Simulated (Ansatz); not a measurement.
# CH6GeOS: the cost of one run

Computed with Ansatz 0.2.0, driven from Python. The levels of theory stand in the script.

**1. The system**

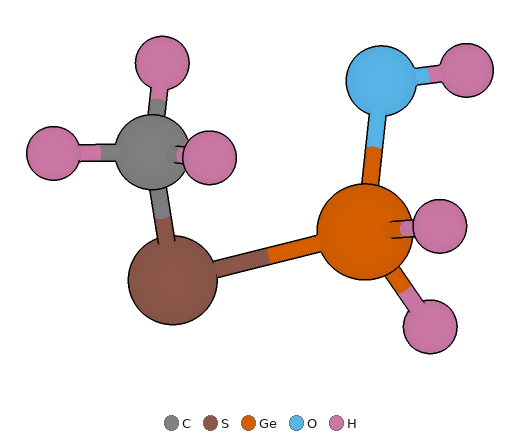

The starting structure, viewed from a chosen angle; carbon grey, sulfur brown, germanium orange, oxygen blue, hydrogen pink.

The script holds or builds the structure itself.

**2. The script**

methods_ch6geos.py

```python
"""One geometry of CH6GeOS, method by method."""

from pathlib import Path
import warnings

import ansatz as az
import numpy as np


def main() -> None:
    warnings.simplefilter("ignore", az.DeckWarning)

    molecule = (
        az.Crystal.molecule()
        .atom("C", [-1.1729, 1.0765, -0.5534])
        .atom("S", [-1.5719, -0.5877, -0.0419])
        .atom("Ge", [0.4809, -0.9456, 0.6439])
        .atom("O", [1.7104, -0.8458, -0.7357])
        .atom("H", [-0.4409, 1.1201, -1.374])
        .atom("H", [-0.883, 1.7419, 0.3006])
        .atom("H", [-2.1232, 1.572, -0.9697])
        .atom("H", [0.6415, -2.3377, 1.2938])
        .atom("H", [0.9061, 0.1413, 1.7507])
        .atom("H", [2.536, -0.9862, -0.3113])
    )

    calculation = molecule.calculation().basis(gaussian="def2-SVP")

    print("functional    E (Ha)        dipole (D)   HOMO (eV)  LUMO (eV)")
    for name in ["lc_wpbe", "blyp", "pbe", "hse06", "pbe0", "r2scan0"]:
        rep = calculation.functional(name).forces().orbitals().run(runs_dir="runs").report
        lines = Path(rep["orbitals_path"]).read_text().splitlines()
        field_of = lambda key: [line.split("=")[1].strip() for line in lines if line.startswith(key)]
        orbitals = [(27.211386 * float(e), s, float(n)) for e, s, n in zip(field_of("Ene="), field_of("Spin="), field_of("Occup="))]
        homo = max(e for e, _, n in orbitals if n > 0.5)
        lumo = min(e for e, _, n in orbitals if n < 0.5)
        dipole = 4.803205 * np.linalg.norm(rep["charge_distribution"]["dipole_moment_e_ang"])
        print(f"{name:10s} {rep['free_energy_ev'] / 27.211386246:14.6f} {dipole:9.3f} {homo:11.3f} {lumo:10.3f}")


if __name__ == "__main__":
    main()
```

**3. The run**

Command:

```console
python methods_ch6geos.py
```

Q: Estimate wall time and peak memory on 1 thread of Arm Neoverse V2, shared host.

About 30 s, with a peak of 0.33 GiB.
